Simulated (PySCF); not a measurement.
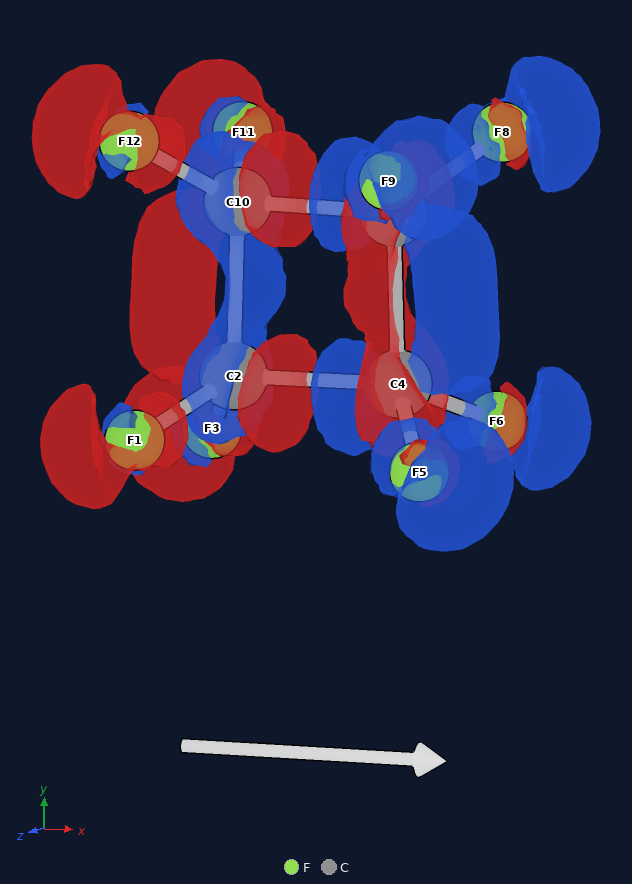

Figure. C₄F₈, SMILES `FC1(F)C(F)(F)C(F)(F)C1(F)F`. Change of the electron density in a uniform field of 0.51 V/Å along +x (arrow), surfaces at ±0.005 e/Å³ (red: gain, blue: loss).

Method: M06-2X/def2-SVP; geometry: GFN2-xTB; program: PySCF. No frequency check shows the geometry to be a minimum. A basis without diffuse functions makes polarisabilities too small.

### What dipole is induced, and what polarisability does it imply?

The induced dipole is 0.98 D (along the field); α along this axis, from the fields in both directions, is 39 bohr³ (5.7 Å³).

### Which atoms gain and lose the most charge?

Electrons gather most on F3 and F12 alike (Hirshfeld charge changes by −0.012 e) and leave F5 and F8 alike most (+0.013 e); 0.112 electrons are displaced in all.

Cost of the run: 120 s on 1 thread of Intel(R) Xeon(R) Platinum 8375C CPU @ 2.90GHz (Ice Lake) (shared host), peak memory 0.94 GiB.
